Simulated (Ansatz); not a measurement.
# RuGe (triplet): wB97M-V, B2PLYP over vertical spin and charge gaps, def2-QZVPP

How well do these functionals follow the top wave-function level for RuGe (triplet) over vertical spin and charge gaps?

The runs use Ansatz 0.2.0, Gaussian basis; def2-QZVPP, all electrons in the functionals, frozen cores in the correlation of double hybrids and RPA.

To be run: wB97M-V, B2PLYP, at charge 0, triplet; charge 0, singlet; charge 0, quintet; charge 1, doublet; charge 1, quartet.

10 further runs of the same task are left out: 10 set aside as unsound or not needed. Runs told in other sessions of the task aren't counted.

### 1 What is computed

The geometry is a PBE0/def2-TZVP stationary point (not a proven minimum). No spin-orbit coupling is included. Elements past krypton take def2 core potentials. The filled d shell of Ge may be among the frozen orbitals whatever the setting's name suggests.

2 atoms, charge 0, spin multiplicity 3.

Atoms are counted from 1 here; the program's logs count them from 0.

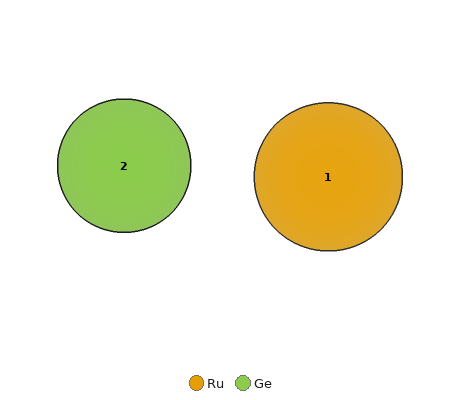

The geometry (ruthenium amber, germanium green); atoms are numbered from 1 in the order of the file.

No dispersion term is added; wB97M-V holds VV10 nonlocal correlation.

The geometry shown and the zero of energy belong to the point charge 0, triplet. The yardstick, RCCSD(T), and other wave-function levels (R restricted, U unrestricted, valence and pair active spaces) come from earlier runs.

### 2 wB97M-V, charge 0, triplet

File in.yaml:

```yaml
crystal:
  periodic: [false, false, false]
  atoms:
    - {symbol: Ru, position_ang: [0.000000, 0.000000, 0.000000]}
    - {symbol: Ge, position_ang: [0.000000, 0.000000, 2.195000]}
basis:
  gaussian: {orbitals: "def2-QZVPP.json"}
magnetization: {spin_polarized: true, initial_magnetization: 2}
hamiltonian: {xc: {name: wB97M-V}}
output: {orbitals: {seedname: orbitals}}
```

Started as:

```console
$ ansatz run in.yaml --threads 2 --pin off --events-out ev --progress --plain --max-ram 16896MiB --backend cuda --devices 0, --max-vram 18GiB
```

The program printed, cut to the lines that bear on the results:

```text
Functional definition: wB97M-V
  name "wB97M-V"
  cite "Mardirossian & Head-Gordon, J. Chem. Phys. 144, 214110 (2016) doi:10.1063/1.4952647"
  cite "Becke, J. Chem. Phys. 107, 8554 (1997) doi:10.1063/1.475007"
  cite "Vydrov & Van Voorhis, J. Chem. Phys. 133, 244103 (2010) doi:10.1063/1.3521275"
  # Of w^i u^j: cxij and so on, Table III.
[...]
  gx(w, u) = 1 - cx + cx01*u + cx10*w
  gss(w, u) = css00 + css04*u^4 + css10*w + css20*w^2 + css43*w^4*u^3
  gos(w, u) = cos00 + cos10*w + (cos20 + cos21*u)*w^2 + (cos60 + cos61*u)*w^6
[...]
      + integral(e_c_pw_mod_opposite_spin*gos(b97_w_opposite, b97_u_opposite)) + vv10(b, c)
930 factors; their error is unknown
184 factors; integrals over basis functions are off by at most 4.8e-5 eV
[...]
mean field -59094.13933114 eV, -2171.6695649730 hartree, gradient 1.9e-5 eV, S^2 2.247612; 3 other end points of the search recorded, 0 dependent functions left out
reference -59094.13937310 eV, -2171.6695665152 hartree; 25, 23 occupied and 152, 154 virtual orbitals, 930 factors
Total energy: -59094.13937310 eV, -2171.6695665152 hartree
```

It took 6.5 s on 1 × H100 (card shared with other runs) with 2 threads of AMD EPYC 7R13, shared host; peak host memory 1 GiB.

From the report: ⟨S²⟩ of the determinant 2.248 (pure triplet: 2.00).

### 3 wB97M-V, charge 0, singlet

Changes to in.yaml since step 2:

```diff
@@ -7,3 +7,3 @@
   gaussian: {orbitals: "def2-QZVPP.json"}
-magnetization: {spin_polarized: true, initial_magnetization: 2}
+magnetization: {spin_polarized: true, initial_magnetization: 0}
 hamiltonian: {xc: {name: wB97M-V}}
```

The command is unchanged.

The program printed, cut to the lines that bear on the results:

```text
Functional definition: wB97M-V
  name "wB97M-V"
  cite "Mardirossian & Head-Gordon, J. Chem. Phys. 144, 214110 (2016) doi:10.1063/1.4952647"
  cite "Becke, J. Chem. Phys. 107, 8554 (1997) doi:10.1063/1.475007"
  cite "Vydrov & Van Voorhis, J. Chem. Phys. 133, 244103 (2010) doi:10.1063/1.3521275"
  # Of w^i u^j: cxij and so on, Table III.
[...]
  gx(w, u) = 1 - cx + cx01*u + cx10*w
  gss(w, u) = css00 + css04*u^4 + css10*w + css20*w^2 + css43*w^4*u^3
  gos(w, u) = cos00 + cos10*w + (cos20 + cos21*u)*w^2 + (cos60 + cos61*u)*w^6
[...]
      + integral(e_c_pw_mod_opposite_spin*gos(b97_w_opposite, b97_u_opposite)) + vv10(b, c)
930 factors; their error is unknown
184 factors; integrals over basis functions are off by at most 4.8e-5 eV
[...]
mean field -59093.88659851 eV, -2171.6602772202 hartree, gradient 1.5e-5 eV, S^2 1.499604; 15 other end points of the search recorded, 0 dependent functions left out
reference -59093.88663891 eV, -2171.6602787050 hartree; 24, 24 occupied and 153, 153 virtual orbitals, 930 factors
Total energy: -59093.88663891 eV, -2171.6602787050 hartree
```

Run time: 39 s. Hardware: 1 × H100 (card shared with other runs) with 2 threads of AMD EPYC 7R13, shared host; peak host memory 1 GiB.

From the report: ⟨S²⟩ of the determinant 1.500 (pure singlet: 0.00). The determinant of wB97M-V (⟨S²⟩ 1.50) is far from a pure spin state, so its energy mixes those of several spin states; that is harmless only where they are near-degenerate.

From charge 0, triplet: +24.4 kJ/mol.

### 4 wB97M-V, charge 0, quintet

Changes to in.yaml since step 3:

```diff
@@ -7,3 +7,3 @@
   gaussian: {orbitals: "def2-QZVPP.json"}
-magnetization: {spin_polarized: true, initial_magnetization: 0}
+magnetization: {spin_polarized: true, initial_magnetization: 4}
 hamiltonian: {xc: {name: wB97M-V}}
```

Launched as before.

The program printed, cut to the lines that bear on the results:

```text
Functional definition: wB97M-V
  name "wB97M-V"
  cite "Mardirossian & Head-Gordon, J. Chem. Phys. 144, 214110 (2016) doi:10.1063/1.4952647"
  cite "Becke, J. Chem. Phys. 107, 8554 (1997) doi:10.1063/1.475007"
  cite "Vydrov & Van Voorhis, J. Chem. Phys. 133, 244103 (2010) doi:10.1063/1.3521275"
  # Of w^i u^j: cxij and so on, Table III.
[...]
  gx(w, u) = 1 - cx + cx01*u + cx10*w
  gss(w, u) = css00 + css04*u^4 + css10*w + css20*w^2 + css43*w^4*u^3
  gos(w, u) = cos00 + cos10*w + (cos20 + cos21*u)*w^2 + (cos60 + cos61*u)*w^6
[...]
      + integral(e_c_pw_mod_opposite_spin*gos(b97_w_opposite, b97_u_opposite)) + vv10(b, c)
930 factors; their error is unknown
184 factors; integrals over basis functions are off by at most 4.8e-5 eV
[...]
mean field -59093.35255535 eV, -2171.6406514961 hartree, gradient 6.2e-6 eV, S^2 6.030019; 4 other end points of the search recorded, 0 dependent functions left out
reference -59093.35260098 eV, -2171.6406531729 hartree; 26, 22 occupied and 151, 155 virtual orbitals, 930 factors
Total energy: -59093.35260098 eV, -2171.6406531729 hartree
```

Wall time 17 s (1 × H100 (card shared with other runs) with 2 threads of AMD EPYC 7R13, shared host); peak host memory 1 GiB.

From the report: ⟨S²⟩ of the determinant 6.030 (pure quintet: 6.00).

From charge 0, triplet: +75.9 kJ/mol.

### 5 wB97M-V, charge 1, doublet

Changes to in.yaml since step 4:

```diff
@@ -7,3 +7,4 @@
   gaussian: {orbitals: "def2-QZVPP.json"}
-magnetization: {spin_polarized: true, initial_magnetization: 4}
+total_charge: 1
+magnetization: {spin_polarized: true, initial_magnetization: 1}
 hamiltonian: {xc: {name: wB97M-V}}
```

Same command.

The program printed, cut to the lines that bear on the results:

```text
Functional definition: wB97M-V
  name "wB97M-V"
  cite "Mardirossian & Head-Gordon, J. Chem. Phys. 144, 214110 (2016) doi:10.1063/1.4952647"
  cite "Becke, J. Chem. Phys. 107, 8554 (1997) doi:10.1063/1.475007"
  cite "Vydrov & Van Voorhis, J. Chem. Phys. 133, 244103 (2010) doi:10.1063/1.3521275"
  # Of w^i u^j: cxij and so on, Table III.
[...]
  gx(w, u) = 1 - cx + cx01*u + cx10*w
  gss(w, u) = css00 + css04*u^4 + css10*w + css20*w^2 + css43*w^4*u^3
  gos(w, u) = cos00 + cos10*w + (cos20 + cos21*u)*w^2 + (cos60 + cos61*u)*w^6
[...]
      + integral(e_c_pw_mod_opposite_spin*gos(b97_w_opposite, b97_u_opposite)) + vv10(b, c)
930 factors; their error is unknown
184 factors; integrals over basis functions are off by at most 4.8e-5 eV
[...]
mean field -59087.31241475 eV, -2171.4186804232 hartree, gradient 2.0e-5 eV, S^2 1.185273; 4 other end points of the search recorded, 0 dependent functions left out
reference -59087.31245415 eV, -2171.4186818711 hartree; 24, 23 occupied and 153, 154 virtual orbitals, 930 factors
Total energy: -59087.31245415 eV, -2171.4186818711 hartree
```

Run time: 4.5 s. Hardware: 1 × H100 (card shared with other runs) with 2 threads of AMD EPYC 7R13, shared host; peak host memory 1 GiB.

From the report: ⟨S²⟩ of the determinant 1.185 (pure doublet: 0.75).

From charge 0, triplet: +658.7 kJ/mol.

### 6 wB97M-V, charge 1, quartet

Changes to in.yaml since step 5:

```diff
@@ -8,3 +8,3 @@
 total_charge: 1
-magnetization: {spin_polarized: true, initial_magnetization: 1}
+magnetization: {spin_polarized: true, initial_magnetization: 3}
 hamiltonian: {xc: {name: wB97M-V}}
```

The command is unchanged.

The program printed, cut to the lines that bear on the results:

```text
Functional definition: wB97M-V
  name "wB97M-V"
  cite "Mardirossian & Head-Gordon, J. Chem. Phys. 144, 214110 (2016) doi:10.1063/1.4952647"
  cite "Becke, J. Chem. Phys. 107, 8554 (1997) doi:10.1063/1.475007"
  cite "Vydrov & Van Voorhis, J. Chem. Phys. 133, 244103 (2010) doi:10.1063/1.3521275"
  # Of w^i u^j: cxij and so on, Table III.
[...]
  gx(w, u) = 1 - cx + cx01*u + cx10*w
  gss(w, u) = css00 + css04*u^4 + css10*w + css20*w^2 + css43*w^4*u^3
  gos(w, u) = cos00 + cos10*w + (cos20 + cos21*u)*w^2 + (cos60 + cos61*u)*w^6
[...]
      + integral(e_c_pw_mod_opposite_spin*gos(b97_w_opposite, b97_u_opposite)) + vv10(b, c)
930 factors; their error is unknown
184 factors; integrals over basis functions are off by at most 4.8e-5 eV
[...]
mean field -59087.18700144 eV, -2171.4140715691 hartree, gradient 4.7e-6 eV, S^2 3.800994; 3 other end points of the search recorded, 0 dependent functions left out
reference -59087.18704720 eV, -2171.4140732507 hartree; 25, 22 occupied and 152, 155 virtual orbitals, 930 factors
Total energy: -59087.18704720 eV, -2171.4140732507 hartree
```

It took 13 s on 1 × H100 (card shared with other runs) with 2 threads of AMD EPYC 7R13, shared host; peak host memory 1 GiB.

From the report: ⟨S²⟩ of the determinant 3.801 (pure quartet: 3.75).

From charge 0, triplet: +670.8 kJ/mol.

### 7 B2PLYP, charge 0, triplet

File in.yaml:

```yaml
crystal:
  periodic: [false, false, false]
  atoms:
    - {symbol: Ru, position_ang: [0.000000, 0.000000, 0.000000]}
    - {symbol: Ge, position_ang: [0.000000, 0.000000, 2.195000]}
basis:
  gaussian: {orbitals: "def2-QZVPP.json"}
magnetization: {spin_polarized: true, initial_magnetization: 2}
hamiltonian: {xc: {name: B2PLYP}}
correlation: {electrons: outside_noble_gas}
```

The command is unchanged.

The program printed, cut to the lines that bear on the results:

```text
Functional definition: B2PLYP
  name "B2PLYP"
  cite "Grimme, J. Chem. Phys. 124, 034108 (2006) doi:10.1063/1.2148954"
  cite "Becke, Phys. Rev. A 38, 3098 (1988) doi:10.1103/PhysRevA.38.3098"
  cite "Lee, Yang & Parr, Phys. Rev. B 37, 785 (1988) doi:10.1103/PhysRevB.37.785"
[...]
1221 factors; integrals over basis functions are off by at most 1.1e-3 eV
[...]
mean field -59080.35850901 eV, -2171.1631291010 hartree, gradient 7.6e-6 eV, S^2 2.721931; 12 other end points of the search recorded, 0 dependent functions left out
18 core orbitals not correlated: weight in the atoms' cores, before any rotation towards them, 0.999 or more for the frozen orbitals, at most 0.000 for the correlated occupied ones
reference -59080.35862417 eV, -2171.1631333329 hartree; 7, 5 occupied and 152, 154 virtual orbitals, 1221 factors
second order -13.97774529 eV of doubles, -0.00000000 eV of singles
Total energy: -59084.13261540 eV, -2171.3018249524 hartree
```

It took 20 s on 1 × H100 (card shared with other runs) with 2 threads of AMD EPYC 7R13, shared host; peak host memory 1 GiB.

From the report: ⟨S²⟩ of the determinant 2.722 (pure triplet: 2.00). The determinant of B2PLYP (⟨S²⟩ 2.72) is far from a pure spin state, so its energy mixes those of several spin states; that is harmless only where they are near-degenerate.

### 8 B2PLYP, charge 0, singlet

Changes to in.yaml since step 7:

```diff
@@ -7,3 +7,3 @@
   gaussian: {orbitals: "def2-QZVPP.json"}
-magnetization: {spin_polarized: true, initial_magnetization: 2}
+magnetization: {spin_polarized: true, initial_magnetization: 0}
 hamiltonian: {xc: {name: B2PLYP}}
```

Same command.

The program printed, cut to the lines that bear on the results:

```text
Functional definition: B2PLYP
  name "B2PLYP"
  cite "Grimme, J. Chem. Phys. 124, 034108 (2006) doi:10.1063/1.2148954"
  cite "Becke, Phys. Rev. A 38, 3098 (1988) doi:10.1103/PhysRevA.38.3098"
  cite "Lee, Yang & Parr, Phys. Rev. B 37, 785 (1988) doi:10.1103/PhysRevB.37.785"
[...]
1221 factors; integrals over basis functions are off by at most 1.1e-3 eV
[...]
mean field -59080.05040899 eV, -2171.1518066338 hartree, gradient 9.7e-6 eV, S^2 1.995836; 16 other end points of the search recorded, 0 dependent functions left out
18 core orbitals not correlated: weight in the atoms' cores, before any rotation towards them, 0.999 or more for the frozen orbitals, at most 0.000 for the correlated occupied ones
reference -59080.05052257 eV, -2171.1518108078 hartree; 6, 6 occupied and 153, 153 virtual orbitals, 1221 factors
second order -12.84410015 eV of doubles, -0.00000000 eV of singles
Total energy: -59083.51842961 eV, -2171.2792540409 hartree
```

Wall time 22 s (1 × H100 (card shared with other runs) with 2 threads of AMD EPYC 7R13, shared host); peak host memory 1.1 GiB.

From the report: ⟨S²⟩ of the determinant 1.996 (pure singlet: 0.00). The determinant of B2PLYP (⟨S²⟩ 2.00) is far from a pure spin state, so its energy mixes those of several spin states; that is harmless only where they are near-degenerate.

From charge 0, triplet: +59.3 kJ/mol.

### 9 B2PLYP, charge 0, quintet

Changes to in.yaml since step 8:

```diff
@@ -7,3 +7,3 @@
   gaussian: {orbitals: "def2-QZVPP.json"}
-magnetization: {spin_polarized: true, initial_magnetization: 0}
+magnetization: {spin_polarized: true, initial_magnetization: 4}
 hamiltonian: {xc: {name: B2PLYP}}
```

Launched as before.

The program printed, cut to the lines that bear on the results:

```text
Functional definition: B2PLYP
  name "B2PLYP"
  cite "Grimme, J. Chem. Phys. 124, 034108 (2006) doi:10.1063/1.2148954"
  cite "Becke, Phys. Rev. A 38, 3098 (1988) doi:10.1103/PhysRevA.38.3098"
  cite "Lee, Yang & Parr, Phys. Rev. B 37, 785 (1988) doi:10.1103/PhysRevB.37.785"
[...]
1221 factors; integrals over basis functions are off by at most 1.1e-3 eV
[...]
mean field -59079.80795422 eV, -2171.1428965855 hartree, gradient 8.8e-6 eV, S^2 6.086967; 8 other end points of the search recorded, 0 dependent functions left out
18 core orbitals not correlated: weight in the atoms' cores, before any rotation towards them, 0.999 or more for the frozen orbitals, at most 0.000 for the correlated occupied ones
reference -59079.80807251 eV, -2171.1429009327 hartree; 8, 4 occupied and 151, 155 virtual orbitals, 1221 factors
second order -12.34513401 eV of doubles, -0.00000000 eV of singles
Total energy: -59083.14125870 eV, -2171.2653932656 hartree
```

It took 19 s on 1 × H100 (card shared with other runs) with 2 threads of AMD EPYC 7R13, shared host; peak host memory 1 GiB.

From the report: ⟨S²⟩ of the determinant 6.087 (pure quintet: 6.00).

From charge 0, triplet: +95.7 kJ/mol.

### 10 B2PLYP, charge 1, doublet

Changes to in.yaml since step 9:

```diff
@@ -7,3 +7,4 @@
   gaussian: {orbitals: "def2-QZVPP.json"}
-magnetization: {spin_polarized: true, initial_magnetization: 4}
+total_charge: 1
+magnetization: {spin_polarized: true, initial_magnetization: 1}
 hamiltonian: {xc: {name: B2PLYP}}
```

The command is unchanged.

The program printed, cut to the lines that bear on the results:

```text
Functional definition: B2PLYP
  name "B2PLYP"
  cite "Grimme, J. Chem. Phys. 124, 034108 (2006) doi:10.1063/1.2148954"
  cite "Becke, Phys. Rev. A 38, 3098 (1988) doi:10.1103/PhysRevA.38.3098"
  cite "Lee, Yang & Parr, Phys. Rev. B 37, 785 (1988) doi:10.1103/PhysRevB.37.785"
[...]
1221 factors; integrals over basis functions are off by at most 1.1e-3 eV
[...]
mean field -59073.65727491 eV, -2170.9168632897 hartree, gradient 2.9e-6 eV, S^2 1.647792; 12 other end points of the search recorded, 0 dependent functions left out
18 core orbitals not correlated: weight in the atoms' cores, before any rotation towards them, 0.999 or more for the frozen orbitals, at most 0.001 for the correlated occupied ones
reference -59073.65739678 eV, -2170.9168677685 hartree; 6, 5 occupied and 153, 154 virtual orbitals, 1221 factors
second order -12.48622036 eV of doubles, -0.00000000 eV of singles
Total energy: -59077.02867628 eV, -2171.0407600049 hartree
```

Run time: 9 s. Hardware: 1 × H100 (card shared with other runs) with 2 threads of AMD EPYC 7R13, shared host; peak host memory 1 GiB.

From the report: ⟨S²⟩ of the determinant 1.648 (pure doublet: 0.75). The determinant of B2PLYP (⟨S²⟩ 1.65) is far from a pure spin state, so its energy mixes those of several spin states; that is harmless only where they are near-degenerate.

From charge 0, triplet: +685.4 kJ/mol.

### 11 B2PLYP, charge 1, quartet

Changes to in.yaml since step 10:

```diff
@@ -8,3 +8,3 @@
 total_charge: 1
-magnetization: {spin_polarized: true, initial_magnetization: 1}
+magnetization: {spin_polarized: true, initial_magnetization: 3}
 hamiltonian: {xc: {name: B2PLYP}}
```

The command is unchanged.

The program printed, cut to the lines that bear on the results:

```text
Functional definition: B2PLYP
  name "B2PLYP"
  cite "Grimme, J. Chem. Phys. 124, 034108 (2006) doi:10.1063/1.2148954"
  cite "Becke, Phys. Rev. A 38, 3098 (1988) doi:10.1103/PhysRevA.38.3098"
  cite "Lee, Yang & Parr, Phys. Rev. B 37, 785 (1988) doi:10.1103/PhysRevB.37.785"
[...]
1221 factors; integrals over basis functions are off by at most 1.1e-3 eV
[...]
mean field -59073.73273011 eV, -2170.9196362175 hartree, gradient 2.4e-6 eV, S^2 3.836409; 6 other end points of the search recorded, 0 dependent functions left out
18 core orbitals not correlated: weight in the atoms' cores, before any rotation towards them, 0.999 or more for the frozen orbitals, at most 0.000 for the correlated occupied ones
reference -59073.73285562 eV, -2170.9196408299 hartree; 7, 4 occupied and 152, 155 virtual orbitals, 1221 factors
second order -12.18013038 eV of doubles, -0.00000000 eV of singles
Total energy: -59077.02149083 eV, -2171.0404959445 hartree
```

Wall time 4.8 s (1 × H100 (card shared with other runs) with 2 threads of AMD EPYC 7R13, shared host); peak host memory 1 GiB.

From the report: ⟨S²⟩ of the determinant 3.836 (pure quartet: 3.75).

From charge 0, triplet: +686.1 kJ/mol.

### 12 The comparison

No level is safe as a reference over these points; RCCSD(T) serves as a yardstick only. It comes from earlier runs at the same points. Energies in kJ/mol, counted from charge 0, triplet; blanks weren't run or aren't comparable.

```
   level  triplet to singlet  triplet to quintet  ionisation to the doublet cation  ionisation to the quartet cation
RCCSD(T)                67.9                97.7                             678.7                             698.4
 wB97M-V                24.4                75.9                             658.7                             670.8
  B2PLYP                59.3                95.7                             685.4                             686.1
```

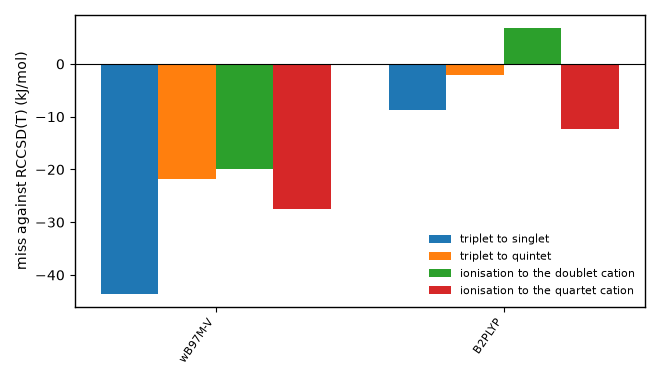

Misses of the gaps against RCCSD(T).

Largest miss and mean time a point (RCCSD(T) took 75 s a point; shared hosts):

```
  level  largest miss (kJ/mol)                             where  time a point
wB97M-V                  -43.5                triplet to singlet          16 s
 B2PLYP                  -12.3  ionisation to the quartet cation          15 s
```

### 13 Outcome

```
                                  quantity                                            value
              triplet to singlet, RCCSD(T)                                      67.9 kJ/mol
              triplet to quintet, RCCSD(T)                                      97.7 kJ/mol
ionisation to the doublet cation, RCCSD(T)                                     678.7 kJ/mol
ionisation to the quartet cation, RCCSD(T)                                     698.4 kJ/mol
                     largest miss, wB97M-V                -43.5 kJ/mol (triplet to singlet)
                      largest miss, B2PLYP  -12.3 kJ/mol (ionisation to the quartet cation)
```

Of the functionals, B2PLYP keep the smallest largest miss at the points compared (at most 12.3 kJ/mol) and wB97M-V strays most (43.5 kJ/mol, at triplet to singlet). wB97M-V, B2PLYP clearly break the spin symmetry at some points (⟨S²⟩ up to 2.00 above the pure value), so energy there is bought with a mixed spin. Functionals and the yardstick converge differently with the basis, so part of each miss in def2-QZVPP is the basis. The yardstick itself may be off where one determinant is a poor start.
